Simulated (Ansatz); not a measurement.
RuB2 (space group Pmmn)

```
RuB2
1.0
    2.84949     0.00000     0.00000
    0.00000     4.62569     0.00000
    0.00000     0.00000     4.02364
B Ru
4 2
Direct
  0.00000   0.80386   0.36259
  0.00000   0.19614   0.36259
  0.50000   0.69614   0.63741
  0.50000   0.30386   0.63741
  0.00000   0.00000   0.84873
  0.50000   0.50000   0.15127
```

E(V) scan at fixed shape, V₀ the volume above. The atoms relax within the cell's symmetry.

These are PBEsol (plane waves to 420 eV, PAW, scalar-relativistic; Ansatz, a first-principles code) values and carry that method's errors. k mesh 16×10×12 (Γ-centred), Fermi-Dirac smearing 0.05 eV. The energy includes the smearing's −TS. With the shape held, the modulus is that of even scaling; a crystal free to change shape is softer. RuB2 is run without spin polarisation. RuB2 was relaxed with its symmetry unable to fall. ΔE is measured from the relaxed starting cell.

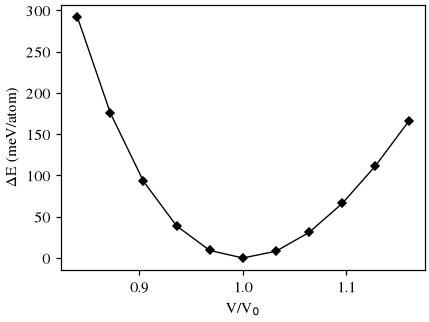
ΔE (meV/atom) against V/V₀; computed points joined by lines.

Q: What is ΔE at V/V₀ = 0.840?

A: About 290 meV/atom.

Q: What is ΔE at V/V₀ = 1.160?

A: About 170 meV/atom.

Q: What bulk modulus at fixed cell shape B₀ follows from a third-order Birch-Murnaghan fit?

A: About 300 GPa.

(Under strain, the slope of the energy per volume gives the stress and its curvature an elastic modulus.)
